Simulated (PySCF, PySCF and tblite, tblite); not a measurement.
# C₄H₇F₃: conformers and averaged spectra

Which conformers does C₄H₇F₃ (`CCCC(F)(F)F`) populate, and what do their averaged NMR parameters look like?

Programs: PySCF 2.14.0 with density-fitted response routines of our own, and tblite 0.8.0. All values are computed, except where a source is named. Atoms count from 0 throughout.

## (1) The starting structure

14 atoms, charge 0, multiplicity 1; geometry from: MMFF94s geometry.

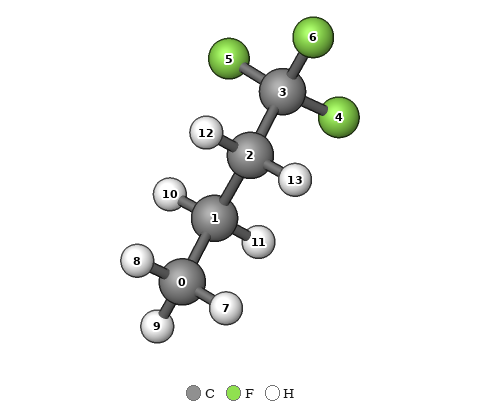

The starting geometry (carbon grey, fluorine green, hydrogen white), atoms numbered.

## (2) GFN2-xTB relaxation, conformer 1

What the job is given:

```
{"job": {"xc": "GFN2-xTB", "basis": "xTB", "kind": "relax"}, "charge": 0, "multiplicity": 1}
C     -1.945100     0.003900    -0.026800
C     -0.558700    -0.040900    -0.626700
C      0.524900     0.042100     0.473100
C      1.912200     0.002000    -0.117800
F      2.126000    -1.160700    -0.769400
F      2.125000     1.017200    -0.965000
F      2.837100     0.080200     0.870000
H     -2.112100    -0.819800     0.671300
H     -2.110900     0.940600     0.517500
H     -2.707600    -0.061100    -0.816100
H     -0.437000     0.777400    -1.330800
H     -0.440100    -0.982200    -1.177600
H      0.389300     0.980200     1.042000
H      0.396200    -0.779200     1.179000
```

Run with:

```console
$ OMP_NUM_THREADS=1 python ens_run.py task.json out
```

One launch serves the whole session.

Output:

```text
step      E/eV     max force
  0    -717.04023    0.991
  1    -717.07168    0.396
  2    -717.08276    0.229
  3    -717.08583    0.092
  4    -717.08638    0.053
  5    -717.08666    0.043
  6    -717.08690    0.043
  7    -717.08702    0.028
  8    -717.08702    0.028
  9    -717.08707    0.018
 10    -717.08714    0.014
 11    -717.08717    0.015
 12    -717.08720    0.015
 13    -717.08723    0.016
 14    -717.08726    0.012
 15    -717.08728    0.011
 16    -717.08729    0.010
 17    -717.08730    0.008
 18    -717.08731    0.009
 19    -717.08732    0.008
 20    -717.08733    0.008
 21    -717.08734    0.008
 22    -717.08734    0.006
 23    -717.08735    0.005
 24    -717.08735    0.005
 25    -717.08735    0.006
 26    -717.08736    0.006
 27    -717.08736    0.005
 28    -717.08736    0.006
 29    -717.08737    0.004
 30    -717.08737    0.003
```

Run time: 0.13 s. Hardware: 1 thread of Arm Neoverse V2, shared host.

Gain 0.047 eV; displacement 0.02 Å root mean square.

**GFN2-xTB relaxation, conformer 2**

What the job is given:

```
{"job": {"xc": "GFN2-xTB", "basis": "xTB", "kind": "relax"}, "charge": 0, "multiplicity": 1}
C     -1.603100     0.148600     0.384800
C     -0.640800     0.221000    -0.788100
C      0.684900    -0.534100    -0.528600
C      1.534300     0.070500     0.556100
F      2.718800    -0.587500     0.640000
F      1.792100     1.366000     0.330900
F      0.951500    -0.036700     1.772000
H     -2.564900     0.596600     0.099700
H     -1.788000    -0.886900     0.692500
H     -1.246800     0.709700     1.254300
H     -0.432100     1.263300    -1.023600
H     -1.123900    -0.224600    -1.657900
H      0.459500    -1.579000    -0.287800
H      1.257800    -0.527300    -1.466500
```

Output:

```text
step      E/eV     max force
  0    -717.00353    1.112
  1    -717.03368    0.391
  2    -717.04473    0.225
  3    -717.04737    0.087
  4    -717.04804    0.061
  5    -717.04846    0.060
  6    -717.04894    0.054
  7    -717.04935    0.061
  8    -717.04973    0.052
  9    -717.05009    0.049
 10    -717.05041    0.041
 11    -717.05066    0.039
 12    -717.05066    0.039
 13    -717.05077    0.028
 14    -717.05102    0.028
 15    -717.05114    0.034
 16    -717.05135    0.041
 17    -717.05155    0.033
 18    -717.05179    0.040
 19    -717.05199    0.041
 20    -717.05219    0.043
 21    -717.05244    0.046
 22    -717.05280    0.057
 23    -717.05325    0.065
 24    -717.05368    0.056
 25    -717.05400    0.049
 26    -717.05424    0.036
 27    -717.05446    0.045
 28    -717.05465    0.037
 29    -717.05476    0.027
 30    -717.05483    0.024
 31    -717.05488    0.021
 32    -717.05494    0.022
 33    -717.05500    0.018
 34    -717.05504    0.018
 35    -717.05507    0.018
 36    -717.05511    0.021
 37    -717.05516    0.023
 38    -717.05523    0.022
 39    -717.05531    0.022
 40    -717.05538    0.019
 41    -717.05544    0.020
 42    -717.05551    0.022
 43    -717.05557    0.022
 44    -717.05565    0.019
 45    -717.05573    0.020
 46    -717.05580    0.018
 47    -717.05584    0.014
 48    -717.05587    0.012
 49    -717.05589    0.009
 50    -717.05590    0.009
 51    -717.05591    0.006
 52    -717.05592    0.007
 53    -717.05593    0.007
 54    -717.05593    0.006
 55    -717.05594    0.004
 56    -717.05594    0.004
 57    -717.05595    0.004
 58    -717.05595    0.005
 59    -717.05595    0.006
 60    -717.05596    0.005
 61    -717.05596    0.004
 62    -717.05596    0.002
```

Run time: 0.21 s. Hardware: 1 thread of Arm Neoverse V2, shared host.

Gain 0.052 eV; displacement 0.08 Å root mean square.

## (3) DFT optimisation, start 1: PBE0-D3(BJ)/def2-SVP

What the job is given:

```
{"job": {"kind": "geom", "xc": "PBE0", "basis": "def2-SVP", "d3": "d3bj", "grid": 1, "maxiter": 40}, "charge": 0, "multiplicity": 1}
C     -1.964210     0.006085    -0.026504
C     -0.561840    -0.046291    -0.617572
C      0.500959     0.046408     0.478273
C      1.896898    -0.003130    -0.103332
F      2.136558    -1.140310    -0.774668
F      2.135381     1.000839    -0.961413
F      2.843458     0.080330     0.847439
H     -2.120995    -0.819704     0.663327
H     -2.119329     0.938284     0.511375
H     -2.706344    -0.061444    -0.817013
H     -0.426978     0.779735    -1.318380
H     -0.429096    -0.979863    -1.167568
H      0.407363     0.983916     1.029670
H      0.407496    -0.785327     1.179094
```

Output:

```text
step      E/eV     max force
  0    -12391.75612   1.0728
  1    -12391.79164   0.2972
  2    -12391.79339   0.0549
  3    -12391.79345   0.0125
```

It took 26 s on 1 thread of Arm Neoverse V2, shared host; peak memory 0.5 GiB.

Relaxing gained 0.037 eV and moved the atoms by 0.02 Å on average (rms).

## (4) DFT optimisation, start 2: PBE0-D3(BJ)/def2-SVP

What the job is given:

```
{"job": {"kind": "geom", "xc": "PBE0", "basis": "def2-SVP", "d3": "d3bj", "grid": 1, "maxiter": 40}, "charge": 0, "multiplicity": 1}
C     -1.628163     0.150816     0.371392
C     -0.637048     0.220736    -0.784349
C      0.653275    -0.560177    -0.520346
C      1.530453     0.071486     0.542856
F      2.755654    -0.486133     0.557244
F      1.719386     1.385634     0.350639
F      1.050573    -0.064982     1.787691
H     -2.550025     0.657226     0.097454
H     -1.863370    -0.883353     0.612666
H     -1.231281     0.629508     1.261914
H     -0.388406     1.262565    -0.994931
H     -1.098876    -0.198957    -1.679823
H      0.431138    -1.578226    -0.194721
H      1.256011    -0.606617    -1.429852
```

Output:

```text
step      E/eV     max force
  0    -12391.73349   0.8846
  1    -12391.77137   0.2824
  2    -12391.77258   0.0822
  3    -12391.77339   0.0491
  4    -12391.77339   0.0153
```

Run time: 32 s. Hardware: 1 thread of Arm Neoverse V2, shared host; peak memory 0.51 GiB.

Gain 0.040 eV; displacement 0.04 Å root mean square.

## (5) Shieldings, conformer 1: PBE0/pcSseg-1

What the job is given:

```
{"job": {"xc": "PBE0", "basis": "pcSseg-1", "kind": "nmr", "pop": true}, "charge": 0, "multiplicity": 1}
C     -1.967404     0.009072    -0.028094
C     -0.565467    -0.052335    -0.610694
C      0.515395     0.040682     0.455841
C      1.911439     0.000348    -0.104045
F      2.142381    -1.131837    -0.780212
F      2.137866     1.015526    -0.948040
F      2.828668     0.077466     0.865721
H     -2.146294    -0.816521     0.678921
H     -2.135243     0.952378     0.515613
H     -2.729343    -0.058961    -0.818309
H     -0.421695     0.764966    -1.335763
H     -0.430323    -0.989874    -1.174000
H      0.426071     0.976732     1.029221
H      0.433270    -0.788113     1.176567
```

Output:

```text
coarse grid: 11944 points
cycle   1  E = -455.4882473821  dE =  8.572e-01  |g| = 8.769e-01  |ddm| = 3.094e+00
cycle   2  E = -455.3765464452  dE =  1.117e-01  |g| = 1.253e+00  |ddm| = 1.018e+00
cycle   3  E = -455.6211562975  dE = -2.446e-01  |g| = 5.801e-02  |ddm| = 5.993e-01
cycle   4  E = -455.6216453187  dE = -4.890e-04  |g| = 3.403e-02  |ddm| = 6.128e-02
cycle   5  E = -455.6219013224  dE = -2.560e-04  |g| = 4.377e-03  |ddm| = 2.688e-02
cycle   6  E = -455.6219054402  dE = -4.118e-06  |g| = 1.015e-03  |ddm| = 4.374e-03
final grid: 117248 points
cycle   7  E = -455.6820982600  dE = -4.716e-05  |g| = 8.600e-03  |ddm| = 2.407e-02
cycle   8  E = -455.6820893995  dE =  8.861e-06  |g| = 1.109e-02  |ddm| = 1.386e-02
cycle   9  E = -455.6821152927  dE = -2.589e-05  |g| = 7.055e-04  |ddm| = 7.393e-03
cycle  10  E = -455.6821153661  dE = -7.338e-08  |g| = 2.489e-04  |ddm| = 5.519e-04
cycle  11  E = -455.6821153759  dE = -9.814e-09  |g| = 5.517e-05  |ddm| = 1.546e-04
cycle  12  E = -455.6821153765  dE = -6.175e-10  |g| = 1.166e-05  |ddm| = 4.667e-05
converged SCF energy = -455.6821153765

GIAO shielding tensors (ppm)
atom      isotropic    diamagn.    paramagn.     s11        s22        s33       span
  0 C      169.230     245.634     -76.404    159.566    162.192    185.932     26.366
  1 C      166.194     248.132     -81.938    157.222    169.662    171.699     14.477
  2 C      145.433     251.417    -105.984    124.960    141.700    169.639     44.679
  3 C       52.565     243.804    -191.239     48.662     51.037     57.995      9.333
  4 F      264.823     474.116    -209.294    174.541    275.011    344.916    170.375
  5 F      264.764     474.084    -209.320    174.275    274.349    345.667    171.392
  6 F      254.823     471.092    -216.270    167.723    253.913    342.832    175.109
  7 H       30.401      29.106       1.295     26.125     28.485     36.591     10.466
  8 H       30.407      29.111       1.296     26.125     28.508     36.587     10.462
  9 H       29.952      27.820       2.131     25.355     27.165     37.335     11.980
 10 H       29.811      31.108      -1.297     24.240     30.466     34.727     10.487
 11 H       29.803      31.098      -1.295     24.238     30.412     34.760     10.522
 12 H       29.605      31.252      -1.647     25.527     29.855     33.432      7.905
 13 H       29.580      31.238      -1.658     25.518     29.792     33.430      7.912
```

Run time: 14 s. Hardware: 1 thread of Arm Neoverse V2, shared host; peak memory 0.89 GiB.

Key values: HOMO -9.74 eV, LUMO 1.35 eV; dipole 2.37 D.

## (6) Single-point energy, conformer 1: PBE0/def2-TZVP

The job, as its differences from that of step 5:

```diff
@@ -1,2 +1,2 @@
-{"job": {"xc": "PBE0", "basis": "pcSseg-1", "kind": "nmr", "pop": true}, "charge": 0, "multiplicity": 1}
+{"job": {"xc": "PBE0", "basis": "def2-TZVP", "kind": "sp"}, "charge": 0, "multiplicity": 1}
 C     -1.967404     0.009072    -0.028094
```

Output:

```text
coarse grid: 11944 points
cycle   1  E = -455.7734210201  dE =  8.598e-01  |g| = 9.038e-01  |ddm| = 2.752e+00
cycle   2  E = -455.6472315828  dE =  1.262e-01  |g| = 1.314e+00  |ddm| = 9.934e-01
cycle   3  E = -455.9096348639  dE = -2.624e-01  |g| = 6.278e-02  |ddm| = 5.767e-01
cycle   4  E = -455.9101940583  dE = -5.592e-04  |g| = 3.788e-02  |ddm| = 7.680e-02
cycle   5  E = -455.9105095881  dE = -3.155e-04  |g| = 5.170e-03  |ddm| = 2.897e-02
cycle   6  E = -455.9105154954  dE = -5.907e-06  |g| = 1.252e-03  |ddm| = 4.235e-03
final grid: 117248 points
cycle   7  E = -455.9122328432  dE = -1.040e-04  |g| = 7.932e-03  |ddm| = 6.643e-02
cycle   8  E = -455.9122262701  dE =  6.573e-06  |g| = 9.701e-03  |ddm| = 1.162e-02
cycle   9  E = -455.9122471760  dE = -2.091e-05  |g| = 7.736e-04  |ddm| = 6.336e-03
cycle  10  E = -455.9122472422  dE = -6.618e-08  |g| = 3.406e-04  |ddm| = 6.900e-04
cycle  11  E = -455.9122472599  dE = -1.774e-08  |g| = 6.555e-05  |ddm| = 2.133e-04
cycle  12  E = -455.9122472607  dE = -8.114e-10  |g| = 1.923e-05  |ddm| = 5.309e-05
converged SCF energy = -455.9122472607
```

Run time: 13 s. Hardware: 1 thread of Arm Neoverse V2, shared host; peak memory 0.98 GiB.

In short: HOMO -9.70 eV, LUMO 1.06 eV; dipole 2.38 D.

## (7) Shieldings, conformer 2: PBE0/pcSseg-1

What the job is given:

```
{"job": {"xc": "PBE0", "basis": "pcSseg-1", "kind": "nmr", "pop": false}, "charge": 0, "multiplicity": 1}
C     -1.642503     0.162900     0.376308
C     -0.640544     0.206523    -0.768105
C      0.668558    -0.534713    -0.519653
C      1.549547     0.061554     0.548108
F      2.750366    -0.528339     0.562568
F      1.750923     1.370506     0.351483
F      1.032671    -0.074916     1.777409
H     -2.582728     0.654961     0.086432
H     -1.882361    -0.874770     0.658318
H     -1.263158     0.669003     1.275071
H     -0.408373     1.252827    -1.026282
H     -1.096293    -0.231743    -1.670567
H      0.487909    -1.583656    -0.235527
H      1.275307    -0.550611    -1.437729
```

Output:

```text
coarse grid: 11944 points
cycle   1  E = -455.4872239556  dE =  8.514e-01  |g| = 8.742e-01  |ddm| = 3.069e+00
cycle   2  E = -455.3802032629  dE =  1.070e-01  |g| = 1.242e+00  |ddm| = 1.015e+00
cycle   3  E = -455.6193281531  dE = -2.391e-01  |g| = 6.233e-02  |ddm| = 5.918e-01
cycle   4  E = -455.6199182009  dE = -5.900e-04  |g| = 3.501e-02  |ddm| = 6.460e-02
cycle   5  E = -455.6201895538  dE = -2.714e-04  |g| = 3.817e-03  |ddm| = 2.669e-02
cycle   6  E = -455.6201924166  dE = -2.863e-06  |g| = 1.140e-03  |ddm| = 3.753e-03
final grid: 117248 points
cycle   7  E = -455.6807625064  dE = -4.381e-05  |g| = 8.161e-03  |ddm| = 2.120e-02
cycle   8  E = -455.6807541104  dE =  8.396e-06  |g| = 1.063e-02  |ddm| = 1.280e-02
cycle   9  E = -455.6807777420  dE = -2.363e-05  |g| = 6.816e-04  |ddm| = 6.918e-03
cycle  10  E = -455.6807778100  dE = -6.795e-08  |g| = 2.487e-04  |ddm| = 5.260e-04
cycle  11  E = -455.6807778200  dE = -9.983e-09  |g| = 4.544e-05  |ddm| = 1.536e-04
cycle  12  E = -455.6807778204  dE = -4.127e-10  |g| = 1.083e-05  |ddm| = 3.819e-05
converged SCF energy = -455.6807778204

GIAO shielding tensors (ppm)
atom      isotropic    diamagn.    paramagn.     s11        s22        s33       span
  0 C      169.975     246.995     -77.020    158.083    167.867    183.975     25.892
  1 C      165.668     246.917     -81.249    159.007    165.238    172.760     13.753
  2 C      147.576     250.853    -103.276    134.569    145.636    162.523     27.954
  3 C       51.911     242.372    -190.461     47.818     50.234     57.681      9.864
  4 F      249.425     470.761    -221.336    163.110    244.211    340.955    177.845
  5 F      266.588     474.768    -208.180    174.319    281.322    344.124    169.805
  6 F      252.970     475.645    -222.675    166.870    258.441    333.600    166.730
  7 H       30.185      28.340       1.844     25.562     27.263     37.729     12.167
  8 H       30.492      29.649       0.843     26.750     28.219     36.506      9.755
  9 H       29.860      30.067      -0.207     24.830     30.247     34.503      9.673
 10 H       29.599      30.611      -1.012     25.202     28.759     34.837      9.634
 11 H       29.929      30.043      -0.114     24.339     28.600     36.848     12.510
 12 H       29.590      30.559      -0.969     25.881     28.838     34.051      8.171
 13 H       29.321      29.795      -0.473     24.585     28.817     34.562      9.977
```

Wall time 13 s (1 thread of Arm Neoverse V2, shared host); peak memory 0.87 GiB.

In short: HOMO -9.64 eV, LUMO 1.31 eV; dipole 2.30 D.

## (8) Single-point energy, conformer 2: PBE0/def2-TZVP

The job, as its differences from that of step 7:

```diff
@@ -1,2 +1,2 @@
-{"job": {"xc": "PBE0", "basis": "pcSseg-1", "kind": "nmr", "pop": false}, "charge": 0, "multiplicity": 1}
+{"job": {"xc": "PBE0", "basis": "def2-TZVP", "kind": "sp"}, "charge": 0, "multiplicity": 1}
 C     -1.642503     0.162900     0.376308
```

Output:

```text
coarse grid: 11944 points
cycle   1  E = -455.7726715236  dE =  8.541e-01  |g| = 9.019e-01  |ddm| = 2.731e+00
cycle   2  E = -455.6515328540  dE =  1.211e-01  |g| = 1.304e+00  |ddm| = 9.969e-01
cycle   3  E = -455.9082864212  dE = -2.568e-01  |g| = 6.703e-02  |ddm| = 5.773e-01
cycle   4  E = -455.9089395143  dE = -6.531e-04  |g| = 3.948e-02  |ddm| = 7.416e-02
cycle   5  E = -455.9092832298  dE = -3.437e-04  |g| = 4.368e-03  |ddm| = 2.904e-02
cycle   6  E = -455.9092870735  dE = -3.844e-06  |g| = 1.304e-03  |ddm| = 4.009e-03
final grid: 117248 points
cycle   7  E = -455.9103414217  dE = -9.920e-05  |g| = 7.515e-03  |ddm| = 5.549e-02
cycle   8  E = -455.9103354132  dE =  6.008e-06  |g| = 9.220e-03  |ddm| = 1.080e-02
cycle   9  E = -455.9103541718  dE = -1.876e-05  |g| = 7.844e-04  |ddm| = 6.135e-03
cycle  10  E = -455.9103542418  dE = -6.998e-08  |g| = 3.284e-04  |ddm| = 6.212e-04
cycle  11  E = -455.9103542582  dE = -1.644e-08  |g| = 6.400e-05  |ddm| = 1.961e-04
cycle  12  E = -455.9103542591  dE = -8.093e-10  |g| = 1.399e-05  |ddm| = 5.841e-05
converged SCF energy = -455.9103542591
```

It took 13 s on 1 thread of Arm Neoverse V2, shared host; peak memory 0.99 GiB.

This run: HOMO -9.60 eV, LUMO 1.06 eV; dipole 2.33 D.

## (9) Couplings, conformer 1: B3LYP/pcJ-1+pcSseg-1

What the job is given:

```
{"job": {"xc": "B3LYP", "basis": {"default": "pcSseg-1", "H": "pcJ-1", "F": "pcJ-1"}, "nuclei": ["H", "F", "P", "Si", "B"], "kind": "j"}, "charge": 0, "multiplicity": 1}
C     -1.967404     0.009072    -0.028094
C     -0.565467    -0.052335    -0.610694
C      0.515395     0.040682     0.455841
C      1.911439     0.000348    -0.104045
F      2.142381    -1.131837    -0.780212
F      2.137866     1.015526    -0.948040
F      2.828668     0.077466     0.865721
H     -2.146294    -0.816521     0.678921
H     -2.135243     0.952378     0.515613
H     -2.729343    -0.058961    -0.818309
H     -0.421695     0.764966    -1.335763
H     -0.430323    -0.989874    -1.174000
H      0.426071     0.976732     1.029221
H      0.433270    -0.788113     1.176567
```

Output:

```text
coarse grid: 11944 points
cycle   1  E = -455.9768420841  dE =  7.998e-01  |g| = 9.396e-01  |ddm| = 2.816e+00
cycle   2  E = -455.8113342712  dE =  1.655e-01  |g| = 1.433e+00  |ddm| = 1.144e+00
cycle   3  E = -456.1263965317  dE = -3.151e-01  |g| = 7.071e-02  |ddm| = 6.869e-01
cycle   4  E = -456.1270888842  dE = -6.924e-04  |g| = 4.459e-02  |ddm| = 7.594e-02
cycle   5  E = -456.1275272600  dE = -4.384e-04  |g| = 5.585e-03  |ddm| = 3.378e-02
cycle   6  E = -456.1275338021  dE = -6.542e-06  |g| = 1.479e-03  |ddm| = 5.657e-03
final grid: 117248 points
cycle   7  E = -456.1885052852  dE = -1.380e-04  |g| = 8.596e-03  |ddm| = 2.180e-02
cycle   8  E = -456.1884931296  dE =  1.216e-05  |g| = 1.185e-02  |ddm| = 1.290e-02
cycle   9  E = -456.1885191495  dE = -2.602e-05  |g| = 5.829e-04  |ddm| = 7.441e-03
cycle  10  E = -456.1885191766  dE = -2.711e-08  |g| = 3.947e-04  |ddm| = 5.295e-04
cycle  11  E = -456.1885192078  dE = -3.121e-08  |g| = 3.096e-05  |ddm| = 2.439e-04
cycle  12  E = -456.1885192080  dE = -1.691e-10  |g| = 6.262e-06  |ddm| = 2.853e-05
converged SCF energy = -456.1885192080

Indirect spin-spin couplings (Hz)
  i      j    bonds     total        FC       PSO       DSO        SD
  4 F    5 F    2     55.967    41.872   -33.757    -0.342    48.193
  4 F    6 F    2     64.941    41.696   -25.392    -0.403    49.040
  4 F    7 H    5     -0.160    -0.010     0.299    -0.391    -0.058
  4 F    8 H    5      1.492     1.610     0.849    -0.924    -0.043
  4 F   11 H    4      0.920     1.194    -1.464     1.426    -0.235
  4 F   12 H    3     26.305    27.401     0.987    -2.093     0.010
  4 F   13 H    3      1.266     0.971     0.560     0.115    -0.379
  5 F    6 F    2     64.458    41.121   -25.305    -0.404    49.046
  5 F    7 H    5      1.489     1.610     0.844    -0.923    -0.042
  5 F    8 H    5     -0.151    -0.002     0.274    -0.364    -0.059
  5 F   10 H    4      0.902     1.160    -1.456     1.441    -0.243
  5 F   12 H    3      1.424     1.141     0.541     0.134    -0.392
  5 F   13 H    3     26.198    27.290     0.990    -2.091     0.010
  6 F    7 H    5      0.219     0.151     0.688    -0.627     0.007
  6 F    8 H    5      0.225     0.159     0.688    -0.627     0.005
  6 F    9 H    5      3.337     3.283     1.012    -1.031     0.073
  6 F   10 H    4     -1.746    -1.195     0.830    -1.309    -0.072
  6 F   11 H    4     -1.706    -1.172     0.841    -1.300    -0.075
  6 F   12 H    3      1.666     2.034    -0.076     0.238    -0.530
  6 F   13 H    3      1.882     2.265    -0.097     0.253    -0.539
  7 H    8 H    2    -13.740   -13.608     2.324    -2.457         -
  7 H    9 H    2    -14.582   -14.426     2.404    -2.560         -
  7 H   10 H    3     16.703    17.104     2.293    -2.693         -
  7 H   11 H    3      4.347     4.461     0.304    -0.418         -
  7 H   12 H    4     -0.323    -0.222     0.252    -0.352         -
  8 H    9 H    2    -14.595   -14.439     2.401    -2.557         -
  8 H   10 H    3      4.347     4.459     0.298    -0.410         -
  8 H   11 H    3     16.657    17.058     2.294    -2.695         -
  8 H   13 H    4     -0.329    -0.223     0.283    -0.389         -
  9 H   10 H    3      3.961     4.069     0.254    -0.363         -
  9 H   11 H    3      3.921     4.031     0.260    -0.370         -
  9 H   12 H    4     -0.451    -0.238     1.148    -1.360         -
  9 H   13 H    4     -0.490    -0.276     1.148    -1.361         -
 10 H   11 H    2    -14.982   -15.011     1.585    -1.556         -
 10 H   12 H    3      4.176     4.219     0.041    -0.085         -
 10 H   13 H    3     15.334    15.702     2.165    -2.533         -
 11 H   12 H    3     15.303    15.671     2.166    -2.534         -
 11 H   13 H    3      4.484     4.521     0.008    -0.044         -
 12 H   13 H    2    -15.632   -15.706     1.485    -1.411         -
```

Run time: 41 s. Hardware: 1 thread of Arm Neoverse V2, shared host; peak memory 0.92 GiB.

This run: HOMO -9.55 eV, LUMO 0.99 eV; dipole 2.35 D.

(Part 1 of 2 ends here.)
